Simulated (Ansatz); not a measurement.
BiRh (NiAs type)

```cif
data_Bi2Rh2
_chemical_formula_sum 'Bi2 Rh2'
_space_group_name_H-M_alt 'P63/mmc'
_space_group_IT_number 194
_space_group_name_Hall '-P 6c 2c'
_cell_length_a 4.12992
_cell_length_b 4.12992
_cell_length_c 5.69239
_cell_angle_alpha 90.000
_cell_angle_beta 90.000
_cell_angle_gamma 120.000
loop_
_atom_site_label
_atom_site_type_symbol
_atom_site_symmetry_multiplicity
_atom_site_Wyckoff_symbol
_atom_site_fract_x
_atom_site_fract_y
_atom_site_fract_z
_atom_site_occupancy
Bi1 Bi 2 c 0.33333 0.66667 0.25000 1
Rh1 Rh 2 a 0.00000 0.00000 0.00000 1
```

Equation-of-state scan: isotropic scaling of the cell above, V₀ being its volume. Symmetry pins the atoms to their sites.

These are r2SCAN (plane waves to 500 eV, PAW, scalar-relativistic; Ansatz, a first-principles code) values and carry that method's errors. k mesh 13×13×8 (Γ-centred), Fermi-Dirac smearing 0.05 eV. E stands for the smeared free energy. With the shape held, the modulus is that of even scaling; a crystal free to change shape is softer. BiRh is run without spin polarisation. BiRh was relaxed with its symmetry unable to fall. Spin-orbit coupling is left out, though Bi is heavy. The zero of ΔE is the relaxed starting cell.

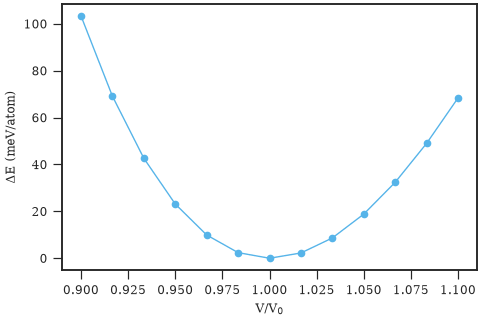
*ΔE (meV/atom) against V/V₀; markers are the computed points, lines only join them.*

Task: What is ΔE at V/V₀ = 0.900?

Result: About 100 meV/atom.

Task: What bulk modulus at fixed cell shape B₀ follows from a third-order Birch-Murnaghan fit?

Result: About 130 GPa.

Task: What is ΔE at V/V₀ = 1.100?

Result: About 68 meV/atom.

(Under strain, the slope of the energy per volume gives the stress and its curvature an elastic modulus.)
